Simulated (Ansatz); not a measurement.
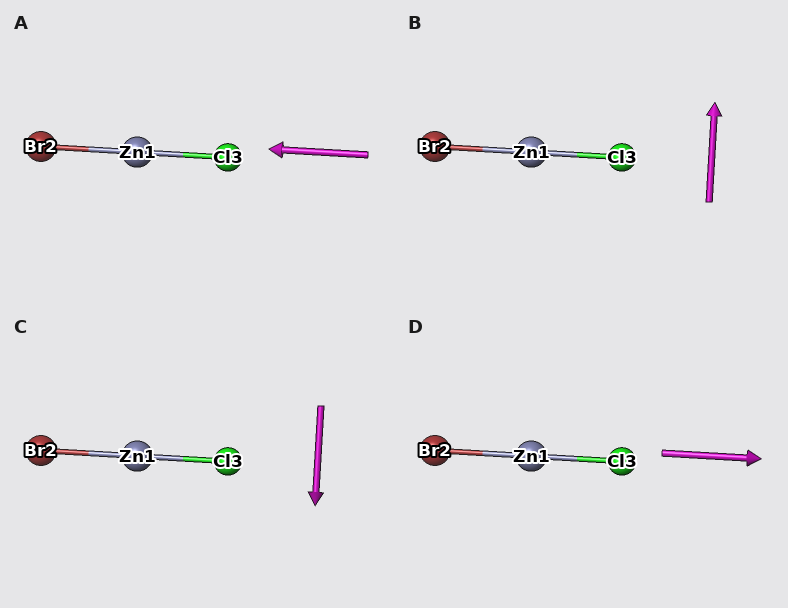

The same molecule four times, each with an arrow. The geometry was computed by an optimisation with PBE0-D4/def2-TZVP. Level of theory: RKS PBE0-D4/def2-TZVP (Ansatz 0.2.0).

Question: Which arrow points along the dipole moment, from the negative to the positive end?

Answer: A. The dipole moment is 0.30 D; it points from the side of Cl3 to the side of Br2 (the outermost atoms at the two ends).
